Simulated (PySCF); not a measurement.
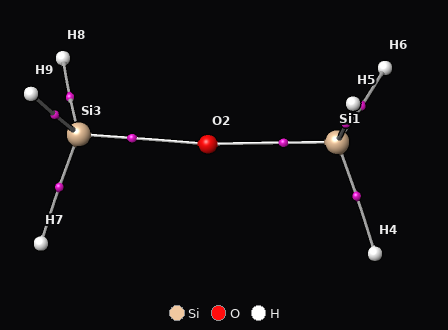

*H6OSi2, SMILES `[SiH3]O[SiH3]`. Molecular graph of the electron density (QTAIM): bond paths, bond critical points (magenta), ring points (cyan, if any); weak paths are dashed.*

Method: TPSS/6-311G**; geometry: GFN2-xTB; program: PySCF. No frequency check shows the geometry to be a minimum.

Cartesian coordinates (Å):

```
Si1     -1.6145    0.0118    0.0001
O2      -0.0000   -0.0631   -0.0004
Si3      1.6145    0.0118    0.0001
H4      -2.0844   -1.3718    0.0073
H5      -2.0093    0.7232   -1.2144
H6      -2.0093    0.7354    1.2073
H7       2.0844   -1.3718    0.0068
H8       2.0093    0.7354    1.2074
H9       2.0093    0.7233   -1.2143
```

> How many critical points of each kind are there, and does the count close?

9 nuclei, 8 bond, 0 ring and 0 cage critical points: 9 − 8 + 0 − 0 = 1, as the Poincaré–Hopf relation requires.

> What does the calculation give at each kind of bond critical point?

```json
{"bond": "Si1–O2 (2 alike)", "length (Å)": "1.616", "ρ (a.u.)": "0.132", "∇²ρ (a.u.)": "+1.02", "ε": "0.00", "H (a.u.)": "−0.030"}
{"bond": "Si1–H4 (2 alike)", "length (Å)": "1.461", "ρ (a.u.)": "0.124", "∇²ρ (a.u.)": "+0.27", "ε": "0.03", "H (a.u.)": "−0.076"}
{"bond": "Si1–H5 (4 alike)", "length (Å)": "1.462", "ρ (a.u.)": "0.124", "∇²ρ (a.u.)": "+0.27", "ε": "0.03", "H (a.u.)": "−0.076"}
```

> What kind of interaction is Si1–H4?

Polar or intermediate (positive Laplacian, negative energy density H): ρ = 0.124, ∇²ρ = +0.27, H = −0.076 a.u.

Cost of the run: 6.5 s on 1 thread of AMD EPYC 9R45 (Zen 5) (shared host), peak memory 0.45 GiB.
